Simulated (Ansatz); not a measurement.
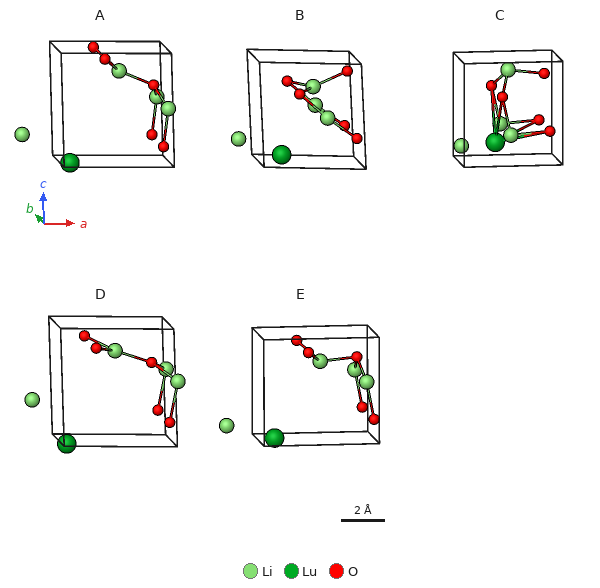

5 geometries from one relaxation of a crystal of Li₃LuO₃ (built on the Zn3PBr3-6 type type), in shuffled order. The picture is a ball-and-stick view of the cell of the calculation, seen slightly off an axis.

The calculation used DFT, PBEsol, plane waves, PAW (Ansatz). Settings: plane-wave cutoff 420 eV; k-point mesh 4 × 8 × 4; occupations fermi dirac; smearing width 0.03 eV; no spin polarisation; cell and atoms relaxed; force threshold 0.01 eV/Å; at most 120 steps.

> Order the frames from highest to lowest energy.

C, B, E, A, D. They are steps 0, 8, 15, 23, 46, at +4080 meV per atom, +1064 meV per atom, +186 meV per atom, +112 meV per atom relative to the last. The largest move relative to the cell is that of a Li atom, 3.21 Å along [2 0 1]. By element the largest moves are Li 3.21 Å, Lu 1.93 Å, O 1.05 Å. The volume changes by +41.6 %, with a 4.715 → 5.418 Å (+14.9 %), b 2.863 → 3.103 Å (+8.4 %), c 4.955 → 5.648 Å (+14.0 %), β 90.6° → 94.1°. Among the contacts that change: Li–Lu 1.626 → 6.114 Å, Li–Lu 6.201 → 2.796 Å, Li–Li 2.549 → 5.296 Å, Li–O 4.664 → 2.135 Å. New bonds form, among them: Li–O (3.47 → 1.84 Å), Li–O (3.51 → 1.94 Å), Li–O (4.66 → 2.14 Å). Bonds break, among them: Li–O (1.74 → 3.86 Å), Li–O (1.89 → 4.27 Å), Lu–O (2.83 → 5.20 Å), Lu–O (2.85 → 5.03 Å). Among the angles between lasting bonds that change: Li–O–Lu 85.2° → 171.0°, Li–O–Lu 85.8° → 165.0°, O–Lu–O 59.0° → 107.7°. The space group stays Pm (No. 6). After 43 accepted moves (46 points after the start) the energy has fallen by 4080 meV per atom. The largest force component goes from 12 to 0.0028 eV/Å. The pressure goes from 40.40 to 0.01 GPa. At 3 points the geometry stayed and the basis and grid were re-selected for the new cell (energy shift of 44.7 meV per atom at most each time). Cost: 3.7 min on 4 threads of Arm Neoverse V1 (shared host), peak memory 0.46 GiB.
